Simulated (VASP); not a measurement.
```xyz
4
Lattice="1.9832 -5.7151 0.0000 1.9832 5.7151 0.0000 0.0000 0.0000 4.1507" Properties=species:S:1:pos:R:3 pbc="T T T"
La     1.9832    -4.1311     3.1130
La     1.9832     4.1311     1.0377
Rh     1.9832    -1.0097     3.1130
Rh     1.9832     1.0097     1.0377
```

Level of theory: r2SCAN meta-GGA, VASP's PBE PAW potentials (set 64) (plane waves; VASP). Run with 400 eV cut-off, 9×9×8 Γ-centred mesh, tetrahedra with Blöchl corrections, potentials La Rh_pv.

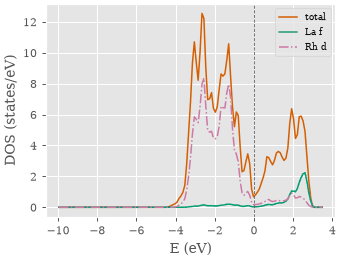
Figure. Total and projected density of states, zero at the Fermi level

Within 2 eV below the Fermi level the largest weight inside VASP's projection spheres is Rh d.

It has no gap at this level: it comes out as a metal or semimetal.

The structure comes from a computed database's LaRh entry (Cmcm); how it stands against other phases isn't given here. It was relaxed first.
